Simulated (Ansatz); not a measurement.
System: ClH$_{3}$Si···HBr.

Input file:

```
crystal:
  periodic: [false, false, false]
  atoms:
    - { symbol: Si, position_ang: [-0.078833, -0.18546, -0.109712] }
    - { symbol: H, position_ang: [0.028793, -0.087489, 1.348811] }
    - { symbol: Cl, position_ang: [1.818381, -0.426947, -0.908783] }
    - { symbol: H, position_ang: [-0.705994, 1.023142, -0.663767] }
    - { symbol: H, position_ang: [-0.860786, -1.383504, -0.465791] }
    - { symbol: Br, position_ang: [1.343415, 2.59904, 1.518239] }
    - { symbol: H, position_ang: [0.974923, 1.306519, 2.151902] }
basis:
  gaussian: { orbitals: def2-SVP }
hamiltonian:
  xc: hf
relax:
  f_tol: 0.03
  max_steps: 50
output:
  orbitals: {}
```

Run with:

```sh
ansatz run input.yaml --threads 1 --pin off --max-ram 2048MiB --backend cpu --events-out ev --progress --plain --runs-dir out
```

The fields are those of the run's last geometry, not of the input's.

These are results of RHF/def2-SVP (Ansatz), not measurements.

> What can the converged electron density and electron localisation function tell about the bonding?

Si–Cl (2.09 Å): ρ at the midpoint is about 0.83 e/Å³; the ELF peaks at about 0.90 between the atoms (a polar covalent bond).
Si–H (1.47 Å): ρ at the midpoint is about 0.79 e/Å³; the ELF climbs to about 1 towards the hydrogen, as it does in any bond to H.

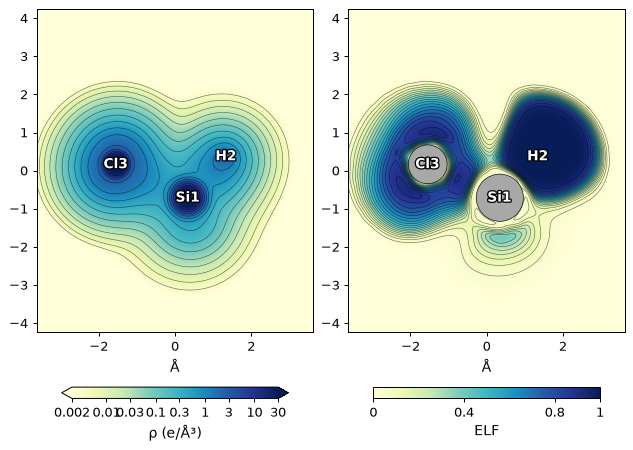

Computed electron density and electron localisation function on the plane of atoms H2, Si1 and Cl3, in this order. Grey discs cover the atomic cores in the ELF map. 
